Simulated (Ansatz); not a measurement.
**One shape, several levels: doublet NOF+**

We compute a comparison of 4 runs (U-r2SCAN0/STO-3G, UB3LYP/STO-3G, USVWN5/STO-3G, UMP2/STO-3G) of doublet NOF+. 

Program for the calculation: Ansatz 0.2.0.

66 further runs of the same task are left out: 15 that didn't finish, 51 set aside as unsound or not needed.

## (1) Starting point

NOF+ has 3 atoms, charge +1, and is taken as a doublet. SMILES of the parent species: `O=NF`. The shape is that of a GFN2-xTB optimisation. That shape belongs to the parent species and isn't relaxed for this state.

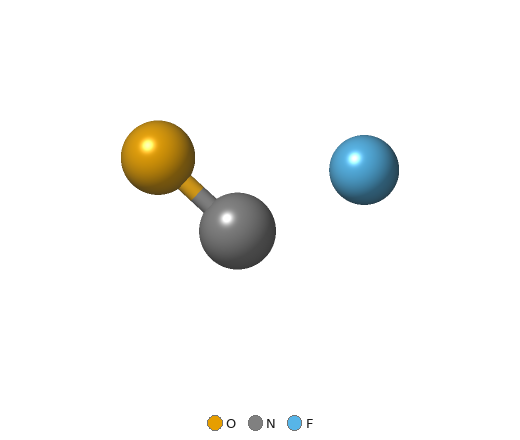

The structure, seen from a chosen angle (oxygen amber, nitrogen grey, fluorine blue).

## (2) The energy at U-r2SCAN0/STO-3G (run 1)

molecule.yaml reads:

```yaml
crystal:
  periodic: [false, false, false]
  atoms:
    - symbol: O
      position_ang: [0.881240, 0.243070, 0.511850]
    - symbol: N
      position_ang: [0.147270, -0.481640, 0.029090]
    - symbol: F
      position_ang: [-1.028520, 0.238580, -0.540950]
basis:
  gaussian:
    orbitals: STO-3G
total_charge: 1
magnetization:
  spin_polarized: true
  initial_magnetization: 1
hamiltonian:
  xc: {name: r2SCAN0}
accuracy: high
```

On the command line:

```console
ansatz run molecule.yaml --threads 1 --pin off --max-ram 2610MiB --events-out events.jsonl --progress --plain --runs-dir runs
```

Output:

```text
Warning: RAYON_NUM_THREADS=1 ignored (pool sized by the plan → 1); use --threads N
Functional definition: r2SCAN0
  name "r2SCAN0"
  parameter a = 0.25
  parameter k0 = 0.174
  parameter k1 = 0.065
  parameter a1 = 4.9479
  exchange = (1 - a)*r2scan_x(k0 = k0, k1 = k1, a1 = a1) + a*exact_x
  correlation = r2scan_c
251 factors; integrals over basis functions are off by at most 3.5e-8 eV
mean field evaluation 1: about -6147.6420 eV, gradient 2.0e1 eV
mean field evaluation 2: about -6070.8476 eV, gradient 1.1e2 eV
mean field evaluation 4: about -6150.5435 eV, gradient 7.1e0 eV
mean field evaluation 8: about -6150.8917 eV, gradient 2.5e-1 eV
mean field evaluation 16: about -6150.8862 eV, gradient 4.1e-3 eV
mean field evaluation 32: about -6150.7713 eV, gradient 3.3e0 eV
mean field -6150.88622400 eV, -226.0408995114 hartree, gradient 2.5e-8 eV, S^2 0.780926; 2 other end points of the search recorded, 0 dependent functions left out
reference -6150.88622412 eV, -226.0408995158 hartree; 12, 11 occupied and 3, 4 virtual orbitals, 251 factors
Total energy: -6150.88622412 eV, -226.0408995158 hartree
```

Wall time 3.9 s (1 thread of Arm Neoverse V1, shared host); peak memory 0.18 GiB.

## (3) The energy at UB3LYP/STO-3G (run 2)

job.yaml reads:

```yaml
crystal:
  periodic: [false, false, false]
  atoms:
    - symbol: O
      position_ang: [0.881240, 0.243070, 0.511850]
    - symbol: "N"
      position_ang: [0.147270, -0.481640, 0.029090]
    - symbol: F
      position_ang: [-1.028520, 0.238580, -0.540950]
basis:
  gaussian:
    orbitals: STO-3G
total_charge: 1
magnetization:
  spin_polarized: true
  initial_magnetization: 1
hamiltonian:
  xc: {name: B3LYP}
accuracy: high
```

On the command line:

```console
ansatz run job.yaml --threads 1 --pin off --max-ram 2610MiB --events-out events.jsonl --progress --plain --runs-dir runs
```

Output:

```text
Warning: RAYON_NUM_THREADS=1 ignored (pool sized by the plan → 1); use --threads N
Functional definition: B3LYP
  name "B3LYP"
  parameter a0 = 0.2
  parameter ax = 0.72
  parameter ac = 0.81
  exchange = (1 - a0 - ax)*slater_x + ax*b88_x + a0*exact_x
  correlation = (1 - ac)*vwn_rpa_c + ac*lyp_c
251 factors; integrals over basis functions are off by at most 3.5e-8 eV
mean field evaluation 1: about -6149.9423 eV, gradient 1.9e1 eV
mean field evaluation 2: about -6056.7426 eV, gradient 1.1e2 eV
mean field evaluation 4: about -6152.6165 eV, gradient 6.3e0 eV
mean field evaluation 8: about -6152.8742 eV, gradient 2.4e-1 eV
mean field evaluation 16: about -6152.8605 eV, gradient 2.4e-4 eV
mean field evaluation 32: about -6152.8605 eV, gradient 2.5e-8 eV
mean field -6152.86047192 eV, -226.1134517844 hartree, gradient 2.5e-8 eV, S^2 0.767538; 2 other end points of the search recorded, 0 dependent functions left out
reference -6152.86048651 eV, -226.1134523207 hartree; 12, 11 occupied and 3, 4 virtual orbitals, 251 factors
Total energy: -6152.86048651 eV, -226.1134523207 hartree
```

Run time: 1.4 s. Hardware: 1 thread of Arm Neoverse V1, shared host; peak memory 0.11 GiB.

Run 3 isn't shown in full; the table further down has it.

## (4) The energy at UMP2/STO-3G (run 4)

molecule.yaml reads:

```yaml
crystal:
  periodic: [false, false, false]
  atoms:
    - {symbol: O, position_ang: [0.881240, 0.243070, 0.511850]}
    - {symbol: N, position_ang: [0.147270, -0.481640, 0.029090]}
    - {symbol: F, position_ang: [-1.028520, 0.238580, -0.540950]}
basis:
  gaussian:
    orbitals: STO-3G
total_charge: 1
magnetization:
  spin_polarized: true
  initial_magnetization: 1
correlation:
  method: mp2
  frozen_orbitals: {F: 1, "N": 1, O: 1}
accuracy: high
```

On the command line:

```console
ansatz run molecule.yaml --threads 1 --pin off --max-ram 2610MiB --events-out events.jsonl --progress --plain --runs-dir runs
```

Output, shortened:

```text
Warning: RAYON_NUM_THREADS=1 ignored (pool sized by the plan → 1); use --threads N
Functional definition: HF
  name "HF"
[...]
251 factors; integrals over basis functions are off by at most 3.5e-8 eV
[...]
mean field -6127.55580184 eV, -225.1835223112 hartree, gradient 3.9e-8 eV, S^2 1.078285; 17 other end points of the search recorded, 0 dependent functions left out
3 core orbitals not correlated: weight in the atoms' cores, before any rotation towards them, 1.000 or more for the frozen orbitals, at most 0.000 for the correlated occupied ones
reference -6127.55580184 eV, -225.1835223112 hartree; 9, 8 occupied and 3, 4 virtual orbitals, 251 factors
second order -3.62772644 eV of doubles, -0.00000000 eV of singles
Total energy: -6131.18352828 eV, -225.3168387988 hartree
```

Wall time 0.56 s (1 thread of Arm Neoverse V1, shared host).

## (5) All runs side by side

```
run             level  frozen core orbitals  energy (Eh)   ⟨S²⟩  wall time
  1  U-r2SCAN0/STO-3G                     –  -226.040900  0.781      3.9 s
  2     UB3LYP/STO-3G                     –  -226.113452  0.768      1.4 s
  3     USVWN5/STO-3G                     –  -224.523941  0.752      1.3 s
  4       UMP2/STO-3G                     3  -225.316839  1.078     0.56 s
```

## (6) Outcome

| quantity | value |
| --- | --- |
| run 4: total energy | -225.31684 Eh |
| run 4: correlation energy (3 core orbitals frozen) | -133.3 mEh |
| run 4: ⟨S²⟩ of the reference determinant | 1.078 |

What this shows: Totals of different functionals can't be ranked against each other. In runs 1, 2, 3, 4 the basis is minimal, so the values are rough. Spin contamination of the reference: run 4 ⟨S²⟩ = 1.08. All runs together took 7.2 s, the longest 3.9 s.
